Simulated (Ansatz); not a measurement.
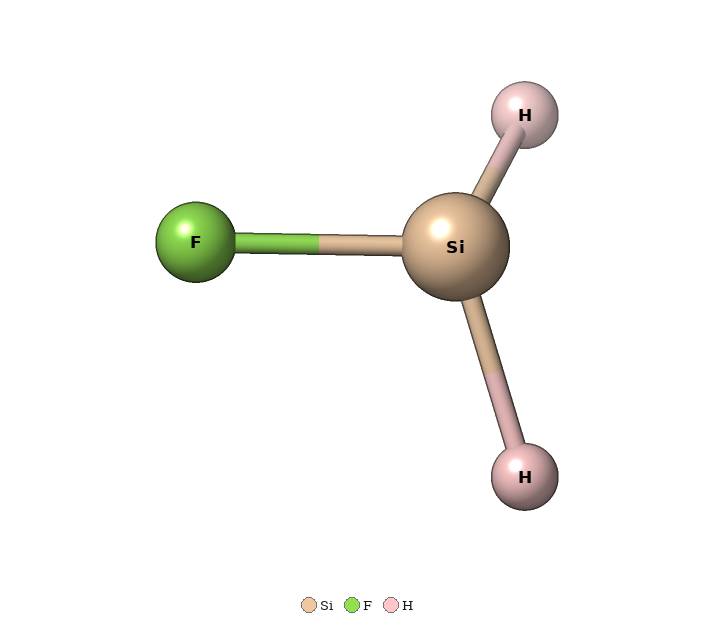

Depth is shown by fading: the farther an atom, the more it takes the colour of the background. Charge 0, doublet. The computed structure is the end point of a PBE0-D4/def2-TZVP optimisation.

Question: List the symmetry elements and name the point group.

Answer: It has 1 mirror plane, so the point group is Cs. The group has 2 operations. The geometry is achiral, and symmetry allows a dipole moment.
